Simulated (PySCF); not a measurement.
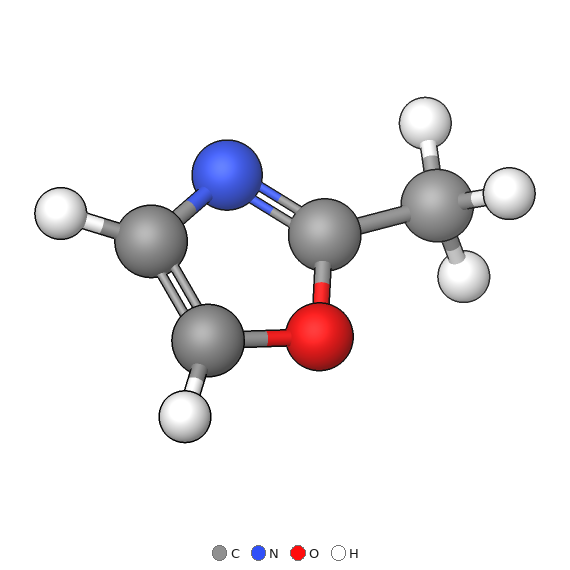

Ball-and-stick drawing of a structure. Double and triple bonds are drawn as two and three sticks.

The computed structure is the end point of a PBE0-D3(BJ)/def2-SVP optimisation. No frequency run is at hand to confirm it as a minimum.

What is the molecular formula?

C4H5NO, 11 atoms: 4 carbon, 5 hydrogen, 1 nitrogen and 1 oxygen.

Count the bonded pairs by element.

5 C–H, 2 C–C, 2 C–N, 2 C–O.

More results for the same structure follow; atom numbers are the same in all pictures, views and colours differ.

### Shape

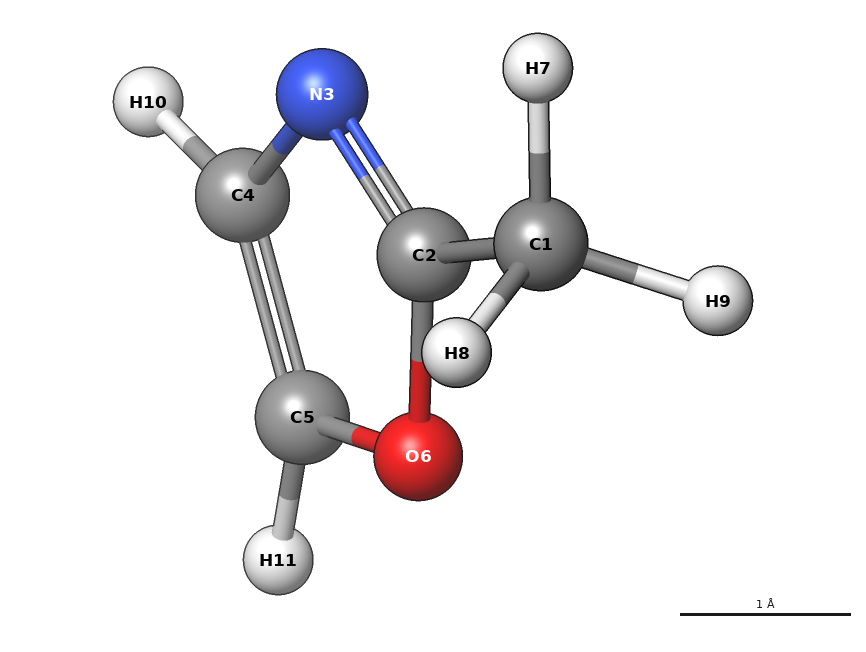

Numbered structure. No frequency run is at hand to confirm it as a minimum.

Estimate the angles C2–C1–H7, C2–C1–H8, C2–C1–H9, C1–C2–N3, C1–C2–O6, N3–C2–O6, C2–N3–C4, N3–C4–C5, N3–C4–H10, C5–C4–H10, C4–C5–O6, C4–C5–H11, O6–C5–H11, C2–O6–C5.

```
    angle  degrees
 C2–C1–H7    108.7
 C2–C1–H8    111.0
 C2–C1–H9    111.1
 C1–C2–N3    128.6
 C1–C2–O6    118.0
 N3–C2–O6    113.4
 C2–N3–C4    104.9
 N3–C4–C5    108.9
N3–C4–H10    122.3
C5–C4–H10    128.8
 C4–C5–O6    107.5
C4–C5–H11    135.2
O6–C5–H11    117.3
 C2–O6–C5    105.3
```

### Levels of theory compared

No frequency run is at hand to confirm it as a minimum. Program: PySCF 2.14.0.

At this fixed geometry, give dipole (D), HOMO–LUMO gap (eV), HOMO energy (eV) at these levels: B3LYP/6-31G-J; B3LYP/cc-pVTZ; B3LYP/def2-TZVP; B3LYP/pcJ-0; BHandHLYP/pcJ-1; CAM-B3LYP/pcJ-1.

```csv
level,dipole (D),HOMO–LUMO gap (eV),HOMO energy (eV)
B3LYP/6-31G-J,1.34,6.77,−6.84
B3LYP/cc-pVTZ,1.37,6.56,−6.69
B3LYP/def2-TZVP,1.39,6.53,−6.73
B3LYP/pcJ-0,1.35,6.82,−7.09
BHandHLYP/pcJ-1,1.40,9.07,−7.90
CAM-B3LYP/pcJ-1,1.42,9.53,−8.30
```

### Spin–spin coupling

No frequency run is at hand to confirm it as a minimum. Level of theory: B3LYP/6-31G-J indirect spin-spin coupling, non-relativistic, gas phase (PySCF 2.14.0). Isotopes: 13C, 1H, 15N, 17O.

Give the spin–spin coupling constants of these pairs, with the number of bonds between them: C2/N3, N3/C4, C1/N3, N3/C5, N3/O6, N3/H10, N3/H8, N3/H7, N3/H9.

```
   pair  bonds apart  J (Hz)
 C2, N3            1     5.8
 N3, C4            1     8.2
 C1, N3            2    −9.3
 N3, C5            2     1.6
 N3, O6            2    −5.2
N3, H10            2   −12.5
 N3, H8            3    −2.5
 N3, H7            3    −1.8
 N3, H9            3    −2.9
```

### Quadrupole coupling

No frequency run is at hand to confirm it as a minimum. Electric field gradients from the ground-state density, B3LYP/cc-pVTZ (PySCF 2.14.0), non-relativistic apart from any core potentials.

Give the largest field-gradient component, the quadrupole coupling constant and the asymmetry for 14N at N3 (Q = 20.44 mb), 17O at O6 (Q = −25.6 mb), 2H at H7 (Q = 2.86 mb), 2H at H8 (Q = 2.86 mb), 2H at H9 (Q = 2.86 mb), 2H at H10 (Q = 2.86 mb).

| atom | V_zz (a.u.) | e²qQ/h (MHz) | η |
| --- | --- | --- | --- |
| N3 | −0.906 | −4.35 | 0.15 |
| O6 | 1.327 | −7.98 | 0.03 |
| H7 | 0.273 | 0.183 | 0.03 |
| H8 | 0.269 | 0.181 | 0.03 |
| H9 | 0.269 | 0.181 | 0.03 |
| H10 | 0.285 | 0.191 | 0.08 |
